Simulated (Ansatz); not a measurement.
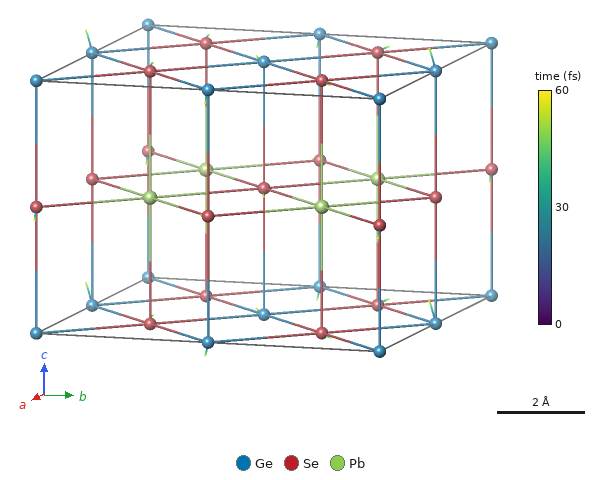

First-principles dynamics of a 16-atom cell of GePbSe$_{2}$, 60 fs long. Lines trace each atom's path, coloured by time; spheres stand at the starting positions. Seen slightly off an axis in the simulation cell.

The calculation used Ansatz 0.2.0, DFT, PBE, plane waves, PAW. Run with plane-wave cutoff 420 eV; k-point mesh 2 × 2 × 2; Fermi-Dirac smearing 0.069 eV; Nosé-Hoover thermostat (NVT); set temperature 800 K; time step 3 fs.

Question: What do the traces tell about the motion?

Answer: In the second half of the run the atoms are, in the root-mean-square, this far from where they began (common drift taken out): Ge 0.29 Å, Se 0.20 Å, Pb 0.10 Å. The run lasts only 60 fs, too short to tell vibration from diffusion.

The run took 3.5 min on 4 threads of Arm Neoverse N1, on a shared host, peak memory 1.9 GiB.
